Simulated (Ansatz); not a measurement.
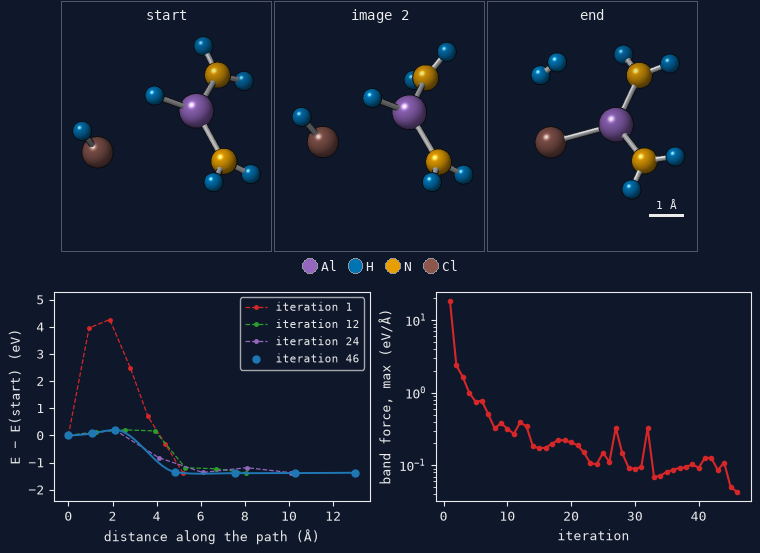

NEB run on AlN2H6Cl, made up at the start of AlN$_{2}$H$_{5}$ and HCl. Images are numbered from 0 (start) to 6 (end). The plot follows the band through its iterations. The picture is a ball-and-stick view, seen from a free direction.

All numbers below come from Ansatz 0.2.0, RHF/def2-SVP. Settings: 5 movable images; climbing image; force threshold 0.05 eV/Å; iteration limit 60; starting path through a guess of the saddle point.

Question: Judge this run.

Answer: The result is final at these settings. The band converged in 46 iterations. The largest component of the band force went from 18 to 0.043 eV/Å. The climbing image converged on the top of the path. Its vibrational analysis gives one imaginary mode (277i cm⁻¹), as a transition state must have. The first iteration put the highest image at 4.27 eV. Forward barrier 0.20 eV, backward barrier 1.58 eV, with image 2 at the top; the reaction energy is −1.38 eV. Image 4 lies below both ends, at −1.39 eV, which points to an intermediate minimum that so few images don't resolve.

Limits of the set-up: the start holds two separate molecules, 2.8 Å apart at their closest, whose relative position is a soft coordinate and is computed without a dispersion correction; Hartree-Fock leaves out electron correlation.

The run took 3.2 min on 2 threads of Arm Neoverse V1, on a shared host, peak memory 0.18 GiB.
